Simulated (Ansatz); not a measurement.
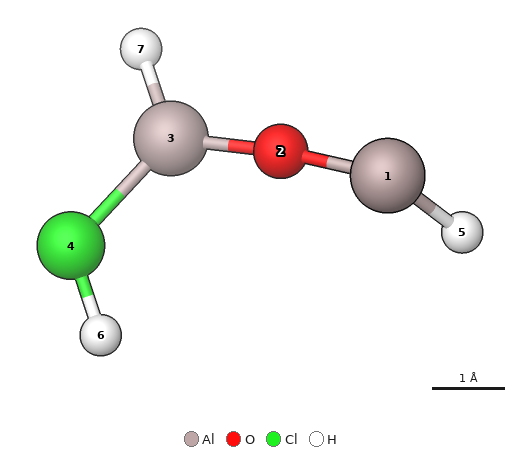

Figure 1. The structure as given in the input (ball-and-stick view, seen at a tilt; atoms are numbered from 1 in the order of the input). Sticks mark near contacts.

Run report: Al$_{2}$H$_{3}$ClO, geometry relaxation (part 1 of 2)

The run: geometry relaxation of Al$_{2}$H$_{3}$ClO. Method and program: RKS PBE-D4/def2-SVP (Ansatz 0.2.0).

Figures and captions count atoms from 1; the log counts them from 0 in places.

### What the program printed
```
Functional definition: PBE
  name "PBE"
  cite "Perdew, Burke & Ernzerhof, Phys. Rev. Lett. 77, 3865 (1996) doi:10.1103/PhysRevLett.77.3865"
  parent pbe
  parameter kappa = 0.804
  parameter beta = 0.06672455060314922
  exchange = pbe_x(kappa = kappa, mu = beta*pi^2/3)
  correlation = pbe_c(beta = beta)
898 factors; their error is unknown
mean field evaluation 1: about -27774.0663 eV, gradient 7.1e1 eV
mean field evaluation 2: about -27552.8751 eV, gradient 2.2e2 eV
mean field evaluation 4: about -27771.8285 eV, gradient 4.2e1 eV
mean field evaluation 8: about -27784.5930 eV, gradient 2.1e1 eV
mean field evaluation 16: about -27786.3798 eV, gradient 1.3e-5 eV
mean field -27786.37978533 eV, -1021.1306228261 hartree, gradient 1.3e-5 eV, S^2 0.000000; 2 other end points of the search recorded, 0 dependent functions left out
the calculation of the forces begins
reference -27786.37982933 eV, -1021.1306244432 hartree; 27, 27 occupied and 56, 56 virtual orbitals, 898 factors
relax step   1: F+E_penalty+E_count = -27786.54030395 eV  Δ(F+E_penalty+E_count) = +0.000e0 eV  max|allowed force component| = 2.298e0 eV/Å  Δτ_max = 0.0000 Å  (116 SCF iters, accepted)
these checks for a lower state are left out or cut short: starts, cluster_reference, orbital_swaps, neighbouring_geometries, increment
898 factors; their error is unknown
mean field evaluation 32: about -27786.6422 eV, gradient 1.1e1 eV
mean field -27786.96955848 eV, -1021.1522965898 hartree, gradient 2.1e-5 eV, S^2 0.000000; 1 other end points of the search recorded, 0 dependent functions left out
[... from here on the field's lines of each further geometry are left out, up to the last ...]
relax step   2: F+E_penalty+E_count = -27787.12795824 eV  Δ(F+E_penalty+E_count) = -5.877e-1 eV  max|allowed force component| = 9.072e-1 eV/Å  Δτ_max = 0.1948 Å  (78 SCF iters, accepted)
relax step   3: F+E_penalty+E_count = -27787.26890426 eV  Δ(F+E_penalty+E_count) = -1.409e-1 eV  max|allowed force component| = 3.070e-1 eV/Å  Δτ_max = 0.1959 Å  (78 SCF iters, accepted)
relax step   4: F+E_penalty+E_count = -27787.28450212 eV  Δ(F+E_penalty+E_count) = -1.560e-2 eV  max|allowed force component| = 1.659e-1 eV/Å  Δτ_max = 0.1106 Å  (65 SCF iters, accepted)
relax step   5: F+E_penalty+E_count = -27787.29344998 eV  Δ(F+E_penalty+E_count) = -8.948e-3 eV  max|allowed force component| = 1.710e-1 eV/Å  Δτ_max = 0.0407 Å  (65 SCF iters, accepted)
relax step   6: F+E_penalty+E_count = -27787.30377528 eV  Δ(F+E_penalty+E_count) = -1.033e-2 eV  max|allowed force component| = 2.135e-1 eV/Å  Δτ_max = 0.0573 Å  (66 SCF iters, accepted)
relax step   7: F+E_penalty+E_count = -27787.32225772 eV  Δ(F+E_penalty+E_count) = -1.848e-2 eV  max|allowed force component| = 3.418e-1 eV/Å  Δτ_max = 0.1713 Å  (81 SCF iters, accepted)
relax step   8: F+E_penalty+E_count = -27787.34336120 eV  Δ(F+E_penalty+E_count) = -2.110e-2 eV  max|allowed force component| = 3.300e-1 eV/Å  Δτ_max = 0.0503 Å  (67 SCF iters, accepted)
relax step   9: F+E_penalty+E_count = -27787.36016214 eV  Δ(F+E_penalty+E_count) = -1.680e-2 eV  max|allowed force component| = 8.061e-1 eV/Å  Δτ_max = 0.1942 Å  (78 SCF iters, accepted)
relax step  10: F+E_penalty+E_count = -27787.37740525 eV  Δ(F+E_penalty+E_count) = -1.724e-2 eV  max|allowed force component| = 8.405e-1 eV/Å  Δτ_max = 0.1766 Å  (67 SCF iters, accepted)
relax step  11: F+E_penalty+E_count = -27787.39060570 eV  Δ(F+E_penalty+E_count) = -1.320e-2 eV  max|allowed force component| = 4.371e-1 eV/Å  Δτ_max = 0.2000 Å  (65 SCF iters, accepted)
relax step  12: F+E_penalty+E_count = -27787.42533741 eV  Δ(F+E_penalty+E_count) = -3.473e-2 eV  max|allowed force component| = 2.506e-1 eV/Å  Δτ_max = 0.1446 Å  (64 SCF iters, accepted)
relax step  13: F+E_penalty+E_count = -27787.42903392 eV  Δ(F+E_penalty+E_count) = -3.697e-3 eV  max|allowed force component| = 6.273e-1 eV/Å  Δτ_max = 0.1971 Å  (65 SCF iters, accepted)
relax step  14: F+E_penalty+E_count = -27787.41803662 eV  Δ(F+E_penalty+E_count) = +1.100e-2 eV  max|allowed force component| = 4.968e-1 eV/Å  Δτ_max = 0.1615 Å  (71 SCF iters, rejected (line search))
relax step  15: F+E_penalty+E_count = -27787.45075725 eV  Δ(F+E_penalty+E_count) = -2.172e-2 eV  max|allowed force component| = 7.021e-2 eV/Å  Δτ_max = 0.0723 Å  (59 SCF iters, accepted)
relax step  16: F+E_penalty+E_count = -27787.45732337 eV  Δ(F+E_penalty+E_count) = -6.566e-3 eV  max|allowed force component| = 6.906e-2 eV/Å  Δτ_max = 0.0974 Å  (59 SCF iters, accepted)
relax step  17: F+E_penalty+E_count = -27787.46392268 eV  Δ(F+E_penalty+E_count) = -6.599e-3 eV  max|allowed force component| = 1.523e-1 eV/Å  Δτ_max = 0.1463 Å  (64 SCF iters, accepted)
relax step  18: F+E_penalty+E_count = -27787.46785565 eV  Δ(F+E_penalty+E_count) = -3.933e-3 eV  max|allowed force component| = 3.966e-1 eV/Å  Δτ_max = 0.1951 Å  (64 SCF iters, accepted)
relax step  19: F+E_penalty+E_count = -27787.47368405 eV  Δ(F+E_penalty+E_count) = -5.828e-3 eV  max|allowed force component| = 2.447e-1 eV/Å  Δτ_max = 0.0918 Å  (59 SCF iters, accepted)
relax step  20: F+E_penalty+E_count = -27787.48067673 eV  Δ(F+E_penalty+E_count) = -6.993e-3 eV  max|allowed force component| = 1.353e-1 eV/Å  Δτ_max = 0.1943 Å  (64 SCF iters, accepted)
relax step  21: F+E_penalty+E_count = -27787.48738855 eV  Δ(F+E_penalty+E_count) = -6.712e-3 eV  max|allowed force component| = 4.448e-1 eV/Å  Δτ_max = 0.1908 Å  (64 SCF iters, accepted)
relax step  22: F+E_penalty+E_count = -27787.49195770 eV  Δ(F+E_penalty+E_count) = -4.569e-3 eV  max|allowed force component| = 7.757e-1 eV/Å  Δτ_max = 0.1975 Å  (64 SCF iters, accepted)
relax step  23: F+E_penalty+E_count = -27787.51649665 eV  Δ(F+E_penalty+E_count) = -2.454e-2 eV  max|allowed force component| = 5.988e-1 eV/Å  Δτ_max = 0.1944 Å  (65 SCF iters, accepted)
relax step  24: F+E_penalty+E_count = -27787.55839489 eV  Δ(F+E_penalty+E_count) = -4.190e-2 eV  max|allowed force component| = 3.659e-1 eV/Å  Δτ_max = 0.1981 Å  (66 SCF iters, accepted)
relax step  25: F+E_penalty+E_count = -27787.61257551 eV  Δ(F+E_penalty+E_count) = -5.418e-2 eV  max|allowed force component| = 2.983e-1 eV/Å  Δτ_max = 0.1952 Å  (64 SCF iters, accepted)
relax step  26: F+E_penalty+E_count = -27787.71519887 eV  Δ(F+E_penalty+E_count) = -1.026e-1 eV  max|allowed force component| = 1.076e0 eV/Å  Δτ_max = 0.1954 Å  (76 SCF iters, accepted)
relax step  27: F+E_penalty+E_count = -27788.01985000 eV  Δ(F+E_penalty+E_count) = -3.047e-1 eV  max|allowed force component| = 1.950e0 eV/Å  Δτ_max = 0.1992 Å  (74 SCF iters, accepted)
relax step  28: F+E_penalty+E_count = -27788.13860447 eV  Δ(F+E_penalty+E_count) = -1.188e-1 eV  max|allowed force component| = 5.106e0 eV/Å  Δτ_max = 0.1949 Å  (73 SCF iters, accepted)
relax step  29: F+E_penalty+E_count = -27788.71686640 eV  Δ(F+E_penalty+E_count) = -5.783e-1 eV  max|allowed force component| = 1.588e0 eV/Å  Δτ_max = 0.1946 Å  (75 SCF iters, accepted)
relax step  30: F+E_penalty+E_count = -27789.01844914 eV  Δ(F+E_penalty+E_count) = -3.016e-1 eV  max|allowed force component| = 2.399e0 eV/Å  Δτ_max = 0.1926 Å  (81 SCF iters, accepted)
relax step  31: F+E_penalty+E_count = -27789.39059674 eV  Δ(F+E_penalty+E_count) = -3.721e-1 eV  max|allowed force component| = 2.126e0 eV/Å  Δτ_max = 0.1949 Å  (55 SCF iters, accepted)
relax step  32: F+E_penalty+E_count = -27789.64755929 eV  Δ(F+E_penalty+E_count) = -2.570e-1 eV  max|allowed force component| = 1.104e0 eV/Å  Δτ_max = 0.1949 Å  (33 SCF iters, accepted)
relax step  33: F+E_penalty+E_count = -27789.81035582 eV  Δ(F+E_penalty+E_count) = -1.628e-1 eV  max|allowed force component| = 6.231e-1 eV/Å  Δτ_max = 0.1965 Å  (28 SCF iters, accepted)
relax step  34: F+E_penalty+E_count = -27789.86323447 eV  Δ(F+E_penalty+E_count) = -5.288e-2 eV  max|allowed force component| = 4.865e-1 eV/Å  Δτ_max = 0.1846 Å  (33 SCF iters, accepted)
relax step  35: F+E_penalty+E_count = -27789.88471173 eV  Δ(F+E_penalty+E_count) = -2.148e-2 eV  max|allowed force component| = 4.099e-1 eV/Å  Δτ_max = 0.1940 Å  (27 SCF iters, accepted)
relax step  36: F+E_penalty+E_count = -27789.91109491 eV  Δ(F+E_penalty+E_count) = -2.638e-2 eV  max|allowed force component| = 2.446e-1 eV/Å  Δτ_max = 0.1150 Å  (28 SCF iters, accepted)
relax step  37: F+E_penalty+E_count = -27789.91447336 eV  Δ(F+E_penalty+E_count) = -3.378e-3 eV  max|allowed force component| = 1.089e-1 eV/Å  Δτ_max = 0.0317 Å  (28 SCF iters, accepted)
relax step  38: F+E_penalty+E_count = -27789.91637307 eV  Δ(F+E_penalty+E_count) = -1.900e-3 eV  max|allowed force component| = 7.233e-2 eV/Å  Δτ_max = 0.0308 Å  (28 SCF iters, accepted)
relax step  39: F+E_penalty+E_count = -27789.91763305 eV  Δ(F+E_penalty+E_count) = -1.260e-3 eV  max|allowed force component| = 9.032e-2 eV/Å  Δτ_max = 0.0318 Å  (28 SCF iters, accepted)
relax step  40: F+E_penalty+E_count = -27789.91841840 eV  Δ(F+E_penalty+E_count) = -7.853e-4 eV  max|allowed force component| = 9.885e-2 eV/Å  Δτ_max = 0.0265 Å  (28 SCF iters, accepted)
relax step  41: F+E_penalty+E_count = -27789.91961764 eV  Δ(F+E_penalty+E_count) = -1.199e-3 eV  max|allowed force component| = 9.316e-2 eV/Å  Δτ_max = 0.0236 Å  (29 SCF iters, accepted)
relax step  42: F+E_penalty+E_count = -27789.92125646 eV  Δ(F+E_penalty+E_count) = -1.639e-3 eV  max|allowed force component| = 7.008e-2 eV/Å  Δτ_max = 0.1169 Å  (28 SCF iters, accepted)
relax step  43: F+E_penalty+E_count = -27789.92187342 eV  Δ(F+E_penalty+E_count) = -6.170e-4 eV  max|allowed force component| = 4.331e-2 eV/Å  Δτ_max = 0.0319 Å  (31 SCF iters, accepted)
the calculation of the forces begins
reference -27789.76210730 eV, -1021.2549208660 hartree; 27, 27 occupied and 56, 56 virtual orbitals, 898 factors
relax step  44: F+E_penalty+E_count = -27789.92209503 eV  Δ(F+E_penalty+E_count) = -2.216e-4 eV  max|allowed force component| = 2.473e-2 eV/Å  Δτ_max = 0.0108 Å  (30 SCF iters, accepted)
898 factors; their error is unknown
mean field evaluation 576: about -27789.7621 eV, gradient 1.3e-4 eV
```

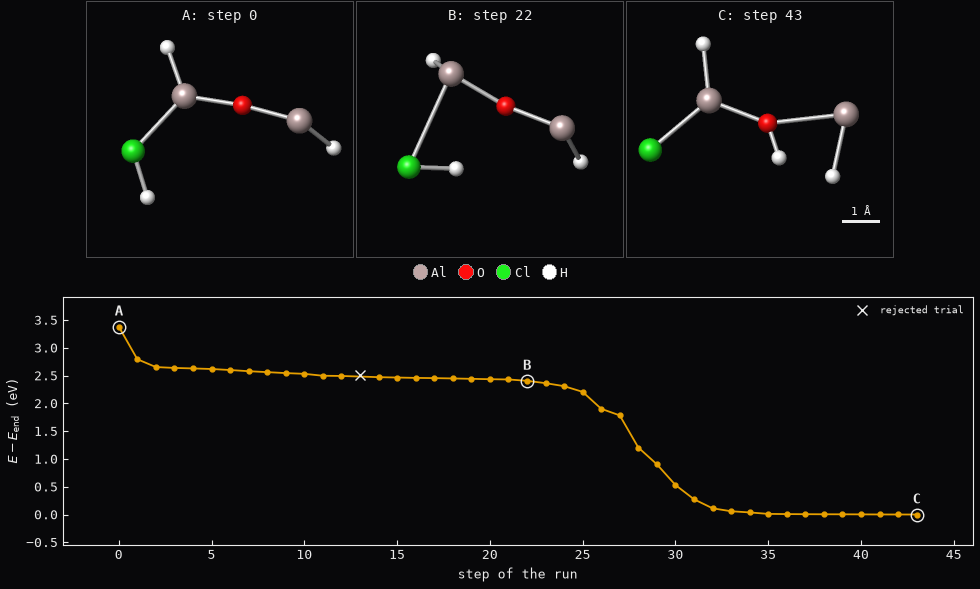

Figure 2. Frames of the relaxation (ball-and-stick view, seen at a tilt) above the curves, on which the letters mark them (the first geometry is step 0 here and step 1 in the log).

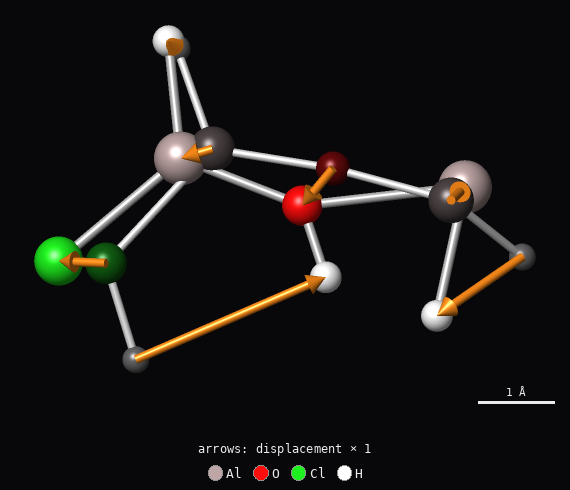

Figure 3. Start (faint) and end (solid) with the displacements as orange arrows, at true length (ball-and-stick view, seen at a tilt). The two geometries are laid on each other by the best rigid fit. H6 moves most after the best rigid fit: 2.73 Å. Largest moves by element: H 2.73 Å, Cl 0.72 Å, Al 0.68 Å, O 0.67 Å. Among the contacts that change: O2–H6 3.622 → 1.011 Å, Cl4–H6 1.330 → 3.547 Å, Al1–O2 1.685 → 2.161 Å, Al1–H5 1.581 → 1.762 Å. New bonds form: O2–H6 (3.62 → 1.01 Å). Bonds break: Cl4–H6 (1.33 → 3.55 Å). Among the angles that change: O2–Al1–H5 118.1° → 71.8°, Al1–O2–Al3 173.9° → 151.6°, Cl4–Al3–H7 119.4° → 123.9°. Over 43 geometry steps the energy falls by 3.382 eV. The largest force component goes from 2.3 to 0.025 eV/Å. The line search rejected the trial step at point 13 (counted from 0) and went back. (Atoms are counted from 1 in the order of the input.)
